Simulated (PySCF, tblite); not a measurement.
# C5H12B2O2: geometry, infrared bands and NMR shifts

Aim: predict the infrared bands and NMR shifts of C5H12B2O2 (`BOB(OC)/C(C)=C/C`).

The runs use tblite 0.8.0 and PySCF 2.14.0, with density-fitted response routines of our own; the level of theory stands in each step. All values are computed, except where a source is named. Atoms are numbered from 0 throughout.

### 1 The starting structure

21 atoms, charge 0, multiplicity 1; geometry from: force field or distance geometry start.

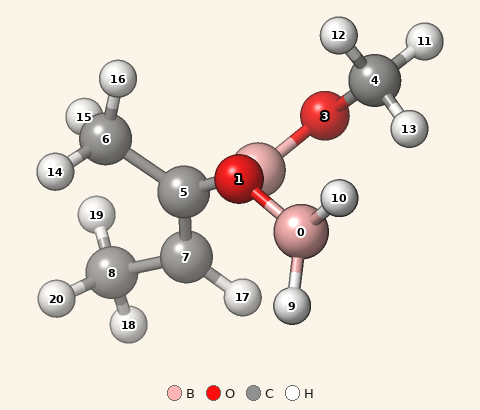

As it starts; boron pink, oxygen red, carbon grey, hydrogen white, atoms numbered; sticks join atoms by distance.

### 2 Optimising the geometry with GFN2-xTB

The job: settings as JSON, then the geometry in Å.

```
{"job": {"kind": "relax", "xc": "GFN2-xTB", "basis": "xTB"}, "charge": 0, "multiplicity": 1}
B     -2.322800     1.744600     0.037700
O     -1.444700     0.914800     0.838600
B     -0.705400    -0.068800     0.005800
O     -1.338400    -1.251500    -0.521600
C     -2.713500    -1.305400    -0.301100
C      0.829700    -0.068700     0.193800
C      1.395100    -0.454100     1.517500
C      1.672100     0.270100    -0.778100
C      3.136400     0.230200    -0.503100
H     -1.991900     2.798500    -0.399100
H     -3.497500     1.696000     0.325300
H     -3.079900    -2.248500    -0.776100
H     -2.987400    -1.380600     0.789200
H     -3.262500    -0.482300    -0.801100
H      1.673200     0.465400     2.092300
H      2.191000    -1.210900     1.459900
H      0.597100    -0.934800     2.151800
H      1.304900     0.552300    -1.770800
H      3.679600     0.431900    -1.461200
H      3.410700    -0.757500    -0.123900
H      3.445300     1.076100     0.178600
```

Command:

```sh
> OMP_NUM_THREADS=1 python probes_run.py task.json out
```

This one command runs all jobs of the session in turn.

The program printed:

```text
step      E/eV     max force
  0    -747.04680    4.483
  1    -747.77902    3.139
  2    -748.21402    1.742
  3    -748.31948    0.863
  4    -748.37724    0.540
  5    -748.40195    0.498
  6    -748.43492    0.433
  7    -748.45152    0.432
  8    -748.47085    0.453
  9    -748.49428    0.478
 10    -748.52361    0.505
 11    -748.55447    0.472
 12    -748.58351    0.410
 13    -748.60901    0.434
 14    -748.63797    0.481
 15    -748.67373    0.406
 16    -748.70189    0.449
 17    -748.72097    0.382
 18    -748.73784    0.301
 19    -748.74904    0.416
 20    -748.76456    0.388
 21    -748.78433    0.333
 22    -748.80697    0.323
 23    -748.81994    0.384
 24    -748.83875    0.351
 25    -748.84954    0.241
 26    -748.85744    0.205
 27    -748.86342    0.160
 28    -748.86967    0.168
 29    -748.87390    0.158
 30    -748.87808    0.116
 31    -748.88086    0.150
 32    -748.88379    0.185
 33    -748.88635    0.147
 34    -748.88796    0.067
 35    -748.88886    0.070
 36    -748.88964    0.075
 37    -748.89047    0.086
 38    -748.89140    0.082
 39    -748.89236    0.077
 40    -748.89335    0.070
 41    -748.89406    0.072
 42    -748.89483    0.060
 43    -748.89525    0.040
 44    -748.89549    0.035
 45    -748.89567    0.035
 46    -748.89590    0.042
 47    -748.89619    0.041
 48    -748.89651    0.048
 49    -748.89682    0.052
 50    -748.89710    0.043
 51    -748.89739    0.039
 52    -748.89768    0.036
 53    -748.89794    0.034
 54    -748.89815    0.032
 55    -748.89836    0.039
 56    -748.89864    0.044
 57    -748.89906    0.055
 58    -748.89958    0.057
 59    -748.90003    0.038
 60    -748.90030    0.035
 61    -748.90048    0.025
 62    -748.90063    0.032
 63    -748.90078    0.026
 64    -748.90092    0.029
 65    -748.90107    0.030
 66    -748.90124    0.034
 67    -748.90144    0.043
 68    -748.90164    0.039
 69    -748.90183    0.037
 70    -748.90202    0.043
 71    -748.90224    0.039
 72    -748.90248    0.036
 73    -748.90271    0.033
 74    -748.90291    0.038
 75    -748.90308    0.031
 76    -748.90327    0.029
 77    -748.90347    0.034
 78    -748.90367    0.032
 79    -748.90385    0.030
 80    -748.90405    0.031
 81    -748.90425    0.031
 82    -748.90445    0.029
 83    -748.90464    0.032
 84    -748.90484    0.036
 85    -748.90507    0.037
 86    -748.90536    0.031
 87    -748.90565    0.035
 88    -748.90588    0.037
 89    -748.90610    0.039
 90    -748.90637    0.043
 91    -748.90675    0.040
 92    -748.90719    0.043
 93    -748.90760    0.051
 94    -748.90799    0.050
 95    -748.90844    0.044
 96    -748.90901    0.054
 97    -748.90957    0.060
 98    -748.91004    0.052
 99    -748.91034    0.037
100    -748.91064    0.039
101    -748.91093    0.044
102    -748.91131    0.039
103    -748.91168    0.048
104    -748.91214    0.056
105    -748.91274    0.063
106    -748.91360    0.060
107    -748.91469    0.085
108    -748.91551    0.118
109    -748.91682    0.105
110    -748.91787    0.063
111    -748.91935    0.096
112    -748.92056    0.087
113    -748.92226    0.087
114    -748.92404    0.096
115    -748.92641    0.112
116    -748.92939    0.262
117    -748.93275    0.220
118    -748.93890    0.192
119    -748.94733    0.501
120    -748.95895    0.218
121    -748.96846    0.234
122    -748.96725    0.390
123    -748.97636    0.243
124    -748.97944    0.272
125    -748.98433    0.135
126    -748.98866    0.180
127    -748.99274    0.130
128    -748.99698    0.265
129    -748.99955    0.098
130    -749.00125    0.125
131    -749.00328    0.115
132    -749.00509    0.161
133    -749.00849    0.142
134    -749.01158    0.227
135    -749.01591    0.302
136    -749.01997    0.174
137    -749.02415    0.126
138    -749.02432    0.430
139    -749.02837    0.086
140    -749.02936    0.073
141    -749.03055    0.053
142    -749.03088    0.051
143    -749.03127    0.035
144    -749.03142    0.042
145    -749.03163    0.035
146    -749.03201    0.041
147    -749.03238    0.049
148    -749.03288    0.053
149    -749.03344    0.058
150    -749.03402    0.068
151    -749.03456    0.039
152    -749.03499    0.051
153    -749.03532    0.042
154    -749.03550    0.025
155    -749.03559    0.021
156    -749.03565    0.020
157    -749.03573    0.022
158    -749.03582    0.023
159    -749.03591    0.024
160    -749.03598    0.015
161    -749.03602    0.013
162    -749.03606    0.012
163    -749.03610    0.018
164    -749.03617    0.027
165    -749.03626    0.034
166    -749.03642    0.042
167    -749.03664    0.041
168    -749.03691    0.041
169    -749.03724    0.042
170    -749.03757    0.043
171    -749.03788    0.038
172    -749.03809    0.028
173    -749.03821    0.029
174    -749.03830    0.020
175    -749.03836    0.020
176    -749.03840    0.015
177    -749.03844    0.016
178    -749.03847    0.020
179    -749.03851    0.022
180    -749.03856    0.027
181    -749.03861    0.024
182    -749.03865    0.021
183    -749.03869    0.015
184    -749.03872    0.015
185    -749.03876    0.012
186    -749.03880    0.014
187    -749.03884    0.014
188    -749.03889    0.015
189    -749.03893    0.012
190    -749.03896    0.010
```

Wall time 1.2 s (1 thread of Arm Neoverse V2, shared host); peak memory 0.18 GiB.

Relaxation path: (not every step is listed)

```
step  energy from step 0 (eV)  largest force (eV/Å)
   0                   0.0000                4.4830
   1                  -0.7322                3.1388
   2                  -1.1672                1.7418
   3                  -1.2727                0.8628
   4                  -1.3304                0.5400
   5                  -1.3552                0.4978
   6                  -1.3881                0.4325
   7                  -1.4047                0.4315
   8                  -1.4241                0.4531
  25                  -1.8027                0.2414
  42                  -1.8480                0.0600
  59                  -1.8532                0.0377
  76                  -1.8565                0.0292
  93                  -1.8608                0.0509
 110                  -1.8711                0.0634
 127                  -1.9459                0.1295
 144                  -1.9846                0.0424
 161                  -1.9892                0.0134
 178                  -1.9917                0.0198
 185                  -1.9920                0.0122
 186                  -1.9920                0.0139
 187                  -1.9920                0.0145
 188                  -1.9921                0.0149
 189                  -1.9921                0.0117
 190                  -1.9922                0.0097
```

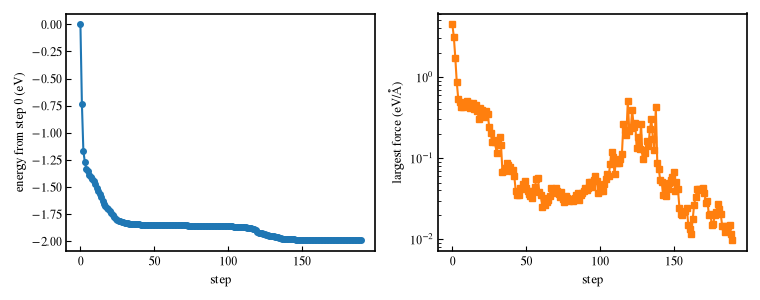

Energy and force, step by step.

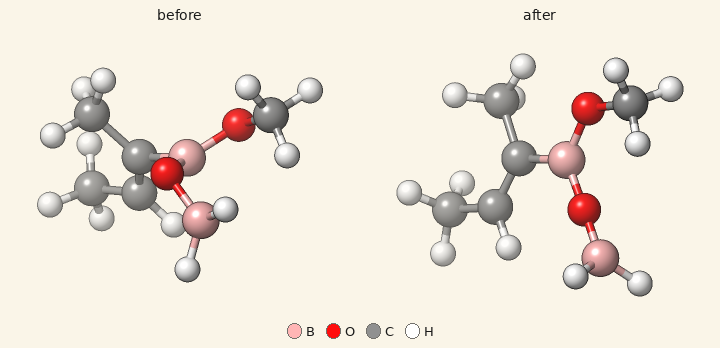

The geometry before (left) and after (right).

Distances of close pairs at the start and the end, largest changes first:

```
  bond  before (Å)  after (Å)  change (Å)
 O1–B2       1.486      1.330      -0.156
 B0–O1       1.450      1.298      -0.152
 B2–O3       1.441      1.363      -0.079
C6–H16       1.127      1.085      -0.042
C8–H20       1.129      1.091      -0.038
C4–H12       1.127      1.093      -0.034
 B2–C5       1.547      1.580      +0.033
C8–H18       1.120      1.086      -0.033
```

The final coordinates are the input of the step that follows.

### 3 Vibrational analysis with GFN2-xTB

The job: settings as JSON, then the geometry in Å.

```
{"job": {"kind": "ir", "xc": "GFN2-xTB", "basis": "xTB"}, "charge": 0, "multiplicity": 1}
B     -1.980297     1.866147    -1.074679
O     -1.388198     0.857048    -0.512947
B     -0.786552    -0.159863     0.097442
O     -1.491743    -1.209861     0.604619
C     -2.892576    -1.319795     0.533195
C      0.783932    -0.190822     0.266467
C      1.415045    -1.375753     0.948186
C      1.541987     0.813885    -0.182236
C      3.030734     0.877330    -0.060319
H     -2.176184     1.856382    -2.241666
H     -2.322157     2.788614    -0.415798
H     -3.152496    -2.119313    -0.166342
H     -3.265889    -1.582151     1.526033
H     -3.360728    -0.388621     0.202651
H      2.030188    -1.053417     1.787255
H      2.057345    -1.915686     0.252731
H      0.645970    -2.050956     1.308512
H      1.062691     1.657427    -0.661219
H      3.438612     1.688125    -0.657504
H      3.483383    -0.060422    -0.379932
H      3.318015     1.038646     0.979785
```

The program printed:

```text
mode    cm-1     km/mol
  1      27.0      0.07
  2      35.2      0.03
  3      54.3      0.34
  4      70.2      0.34
  5      75.1      0.11
  6     110.0      2.79
  7     132.6      1.93
  8     137.5      1.12
  9     204.7      1.41
 10     248.5      1.66
 11     289.4      2.89
 12     300.6      0.07
 13     354.8      0.31
 14     387.6      2.48
 15     413.7      6.60
 16     568.3     58.02
 17     583.8     18.13
 18     678.6      3.38
 19     804.5      1.98
 20     889.2    113.83
 21     948.0     12.35
 22     956.4     63.94
 23    1012.7     14.03
 24    1025.1      3.77
 25    1034.4      0.49
 26    1043.1     89.80
 27    1074.8     60.31
 28    1112.0     49.03
 29    1133.6      6.69
 30    1142.0     26.66
 31    1182.8     66.95
 32    1227.7    363.90
 33    1253.9     28.45
 34    1321.3     19.30
 35    1393.6      3.37
 36    1401.9      6.33
 37    1410.8      4.80
 38    1474.9      1.79
 39    1475.4      3.30
 40    1478.6      8.43
 41    1479.0      0.67
 42    1487.8      3.98
 43    1492.1      7.24
 44    1545.2    523.27
 45    1674.4     48.64
 46    2500.5    220.84
 47    2507.7    211.71
 48    2946.5     35.24
 49    2953.1     34.60
 50    2968.7     39.10
 51    2983.8     35.15
 52    2994.1     24.48
 53    3008.0     14.80
 54    3012.0     24.34
 55    3045.3     20.39
 56    3057.2     66.47
 57    3070.2     12.12
```

Run time: 0.66 s. Hardware: 1 thread of Arm Neoverse V2, shared host; peak memory 0.18 GiB.

The strongest bands and the atoms that carry them (share of the mass-weighted mode):

```
cm⁻¹  km/mol                                atoms
 889   113.8           H10 36 %, H9 36 %, B0 26 %
1043    89.8                              B2 20 %
1183    67.0  C5 17 %, H10 12 %, H9 12 %, O3 10 %
1228   363.9            B2 40 %, O3 21 %, C5 17 %
1545   523.3            O1 56 %, B0 31 %, B2 12 %
2500   220.8                             H10 89 %
2508   211.7                              H9 90 %
3057    66.5                   H17 71 %, H18 20 %
```

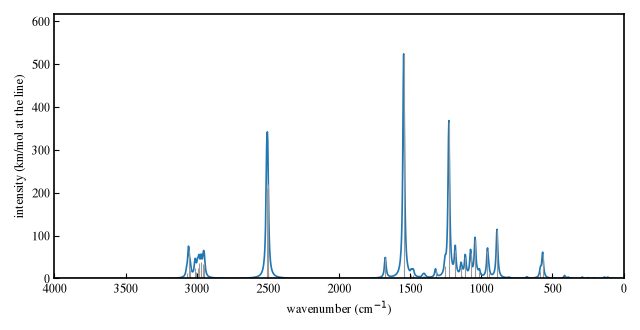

The infrared spectrum from these modes, unscaled. Lines are broadened to a width of 14 cm⁻¹ (Lorentzian).

### 4 Nuclear shieldings: PBE0/pcSseg-1

The job, as its differences from that of step 3:

```diff
@@ -1,2 +1,2 @@
-{"job": {"kind": "ir", "xc": "GFN2-xTB", "basis": "xTB"}, "charge": 0, "multiplicity": 1}
+{"job": {"kind": "nmr", "xc": "PBE0", "basis": "pcSseg-1"}, "charge": 0, "multiplicity": 1}
 B     -1.980297     1.866147    -1.074679
```

With the program's defaults for keys left out, this is: GIAO PBE0/pcSseg-1 NMR shielding, non-relativistic, gas phase.

The program printed:

```text
coarse grid: 17216 points
cycle   1  E = -397.2830255645  dE =  1.099e+00  |g| = 8.219e-01  |ddm| = 3.904e+00
cycle   2  E = -397.1457379133  dE =  1.373e-01  |g| = 1.195e+00  |ddm| = 1.448e+00
cycle   3  E = -397.4111214084  dE = -2.654e-01  |g| = 1.228e-01  |ddm| = 9.525e-01
cycle   4  E = -397.4140058642  dE = -2.884e-03  |g| = 4.931e-02  |ddm| = 1.225e-01
cycle   5  E = -397.4145580243  dE = -5.522e-04  |g| = 1.771e-02  |ddm| = 5.114e-02
cycle   6  E = -397.4146294365  dE = -7.141e-05  |g| = 5.649e-03  |ddm| = 1.785e-02
cycle   7  E = -397.4146372042  dE = -7.768e-06  |g| = 6.988e-04  |ddm| = 4.942e-03
final grid: 165336 points
cycle   8  E = -397.4873432343  dE = -6.458e-05  |g| = 1.269e-02  |ddm| = 3.560e-02
cycle   9  E = -397.4873177354  dE =  2.550e-05  |g| = 1.755e-02  |ddm| = 1.835e-02
cycle  10  E = -397.4873761032  dE = -5.837e-05  |g| = 1.634e-03  |ddm| = 1.091e-02
cycle  11  E = -397.4873766996  dE = -5.965e-07  |g| = 3.067e-04  |ddm| = 1.692e-03
cycle  12  E = -397.4873767165  dE = -1.682e-08  |g| = 1.474e-04  |ddm| = 3.269e-04
cycle  13  E = -397.4873767210  dE = -4.530e-09  |g| = 5.930e-05  |ddm| = 1.550e-04
cycle  14  E = -397.4873767219  dE = -9.284e-10  |g| = 7.472e-06  |ddm| = 5.853e-05
converged SCF energy = -397.4873767219

GIAO shielding tensors (ppm)
atom      isotropic    diamagn.    paramagn.     s11        s22        s33       span
  0 B       58.964     196.666    -137.702     11.047     55.542    110.304     99.257
  1 O       79.504     392.990    -313.486    -57.894     71.022    225.383    283.277
  2 B       79.291     201.706    -122.415     63.642     85.019     89.211     25.569
  3 O      239.878     398.232    -158.354    122.576    244.261    352.796    230.220
  4 C      133.932     241.715    -107.783    103.550    114.910    183.337     79.787
  5 C       44.469     262.839    -218.371    -66.664     30.884    169.186    235.850
  6 C      172.155     248.470     -76.315    157.083    177.248    182.135     25.052
  7 C       37.281     258.011    -220.730    -89.396     43.554    157.686    247.082
  8 C      169.802     247.770     -77.968    154.266    172.069    183.070     28.804
  9 H       26.217      31.432      -5.215     25.653     25.797     27.201      1.547
 10 H       26.213      31.323      -5.109     25.610     25.817     27.213      1.603
 11 H       27.868      27.646       0.222     23.631     25.487     34.484     10.853
 12 H       27.788      27.307       0.481     23.432     25.773     34.160     10.728
 13 H       27.624      28.589      -0.965     23.009     27.507     32.355      9.346
 14 H       30.285      30.941      -0.656     25.988     28.875     35.993     10.005
 15 H       30.200      30.851      -0.651     26.121     28.289     36.190     10.068
 16 H       29.135      31.896      -2.761     23.401     29.799     34.203     10.802
 17 H       25.156      36.844     -11.687     22.072     23.429     29.967      7.895
 18 H       29.847      28.242       1.605     25.368     28.324     35.849     10.481
 19 H       29.827      29.806       0.021     25.492     29.370     34.619      9.128
 20 H       29.875      29.003       0.871     25.753     28.055     35.816     10.063
```

Run time: 32 s. Hardware: 1 thread of Arm Neoverse V2, shared host; peak memory 0.95 GiB.

The references, computed at this level on geometries of the same kind, shield at (ppm): ¹H TMS 31.72, ¹³C TMS 186.9, ¹⁷O H2O 336.1, ¹¹B BF3·OEt2 100.1. Their shielding less the atom's gives the shift. The references are single molecules in the gas phase, so shifts against H2O, NH3, PH3, H3PO4 or CFCl3 are not on the usual liquid scales and can be off by tens of ppm. Atoms listed in one row are averaged.

```
        atoms                              environment  σ (ppm)  δ (ppm)  δ scaled to CDCl3
           C7                                alkene CH     37.3    149.6              144.1
           C5          fully substituted alkene carbon     44.5    142.5              137.1
           C4                methyl carbon bonded to O    133.9     53.0               49.8
           C8                    allylic methyl carbon    169.8     17.1               14.8
           C6                    allylic methyl carbon    172.2     14.8               12.5
          H17                 hydrogen on an alkene CH    25.16     6.56               6.29
      H9, H10          hydrogen on a boron bonded to O    26.22     5.50                  –
H11, H12, H13  hydrogen on a methyl carbon bonded to O    27.76     3.96               3.84
H18, H19, H20     hydrogen on an allylic methyl carbon    29.85     1.87               1.87
H14, H15, H16     hydrogen on an allylic methyl carbon    29.87     1.84               1.84
           B0                   boron bonded to O, 2 H     59.0     41.1                  –
           B2                   boron bonded to C, 2 O     79.3     20.8                  –
           O1                     oxygen bonded to 2 B     79.5    256.6                  –
           O3                    oxygen bonded to C, B    239.9     96.2                  –
```

The scaled column applies a straight-line fit of computed shieldings to shifts measured in CDCl3 (root-mean-square error 0.16 ppm for H, 1.9 ppm for C).

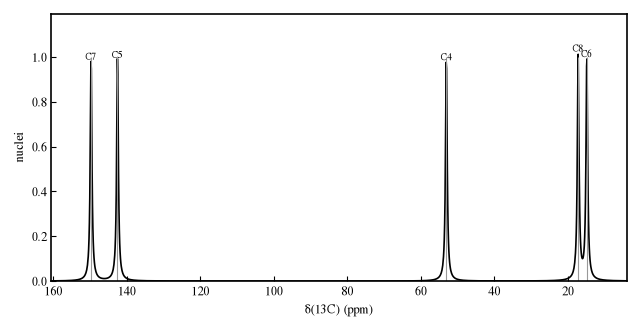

¹³C lines at the computed shifts, without couplings. Lines are broadened to a width of 0.54 ppm (Lorentzian).

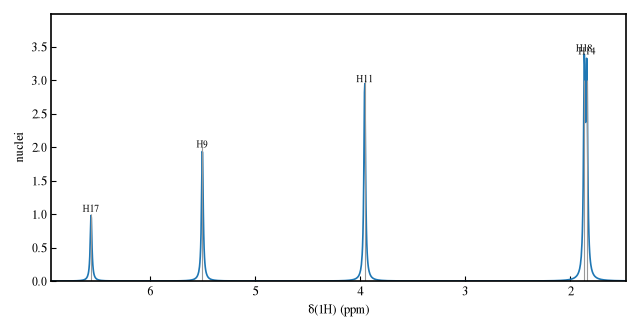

¹H lines at the computed shifts, without couplings. Lines are broadened to a width of 0.02 ppm (Lorentzian).

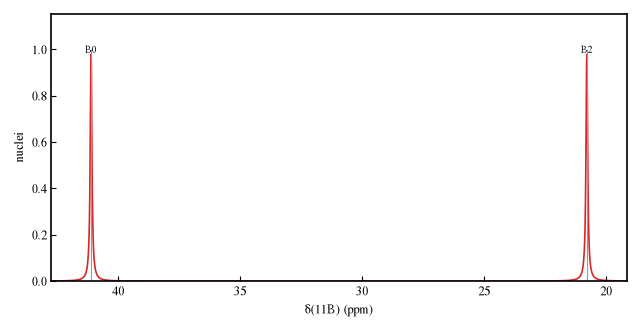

¹¹B lines at the computed shifts, without couplings. Lines are broadened to a width of 0.08 ppm (Lorentzian).

The run also stored atomic charges by several schemes (e):

```
atoms  Mulliken    IAO  Hirshfeld  ESP fit
   B0      0.24   0.16       0.18     0.34
   O1     -0.37  -0.35      -0.16    -0.32
   B2      0.70   0.47       0.25     0.41
   O3     -0.51  -0.39      -0.16    -0.18
   C4     -0.03  -0.20      -0.03    -0.29
   C5     -0.47  -0.14      -0.08    -0.15
   C6     -0.20  -0.42      -0.13    -0.33
   C7     -0.20  -0.11      -0.04    -0.03
   C8     -0.21  -0.43      -0.12    -0.47
```

IAO charges:

B0 0.16; O1 -0.35; B2 0.47; O3 -0.39; C4 -0.20; C5 -0.14; C6 -0.42; C7 -0.11; C8 -0.43; H9 -0.02; H10 -0.02; H11 0.15; H12 0.15; H13 0.13; H14 0.14; H15 0.14; H16 0.16; H17 0.13; H18 0.15; H19 0.15; H20 0.15

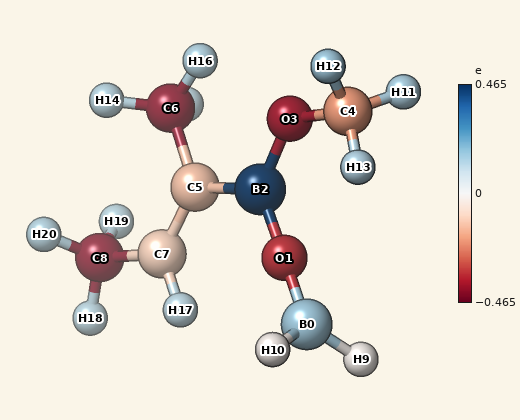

IAO charges, as colours on the atoms.

Mayer bond orders: B0–O1 1.23, O1–B2 1.02, B2–O3 1.19, O3–C4 0.89, B2–C5 0.90, C5–C6 1.09, C5–C7 1.89, C7–C8 1.08.

### 5 What came out

```
                                                              quantity                               value
                             strongest single infrared mode (GFN2-xTB)               1545 cm⁻¹, 523 km/mol
                                          zero-point energy (GFN2-xTB)                      104.6 kcal/mol
                                ¹³C shifts against TMS (PBE0/pcSseg-1)  149.6, 142.5, 53.0, 17.1, 14.8 ppm
¹H shifts against TMS (PBE0/pcSseg-1, means over atoms taken as alike)    6.56, 5.50, 3.96, 1.87, 1.84 ppm
                           ¹¹B shifts against BF3·OEt2 (PBE0/pcSseg-1)                      41.1, 20.8 ppm
                                ¹⁷O shifts against H2O (PBE0/pcSseg-1)                     256.6, 96.2 ppm
```

In words: Relaxing lowered the energy by 1.992 eV in 190 steps; the close pair that moved most is O1–B2, from 1.486 to 1.330 Å. All 57 modes are real, so the xTB geometry is a minimum. The strongest single mode, at 1545 cm⁻¹, moves mainly O1 and B0. Unscaled tight-binding wavenumbers are off by several per cent, some by more. Its intensities can rank the bands wrongly. H17 (hydrogen on an alkene CH) lies farthest downfield among hydrogen, at 6.56 ppm; a vinylic proton, deshielded by the sp2 carbon and the C=C anisotropy. At PBE0/pcSseg-1: The widest tensor belongs to O1: span 283 ppm, with a paramagnetic part of -313 ppm.
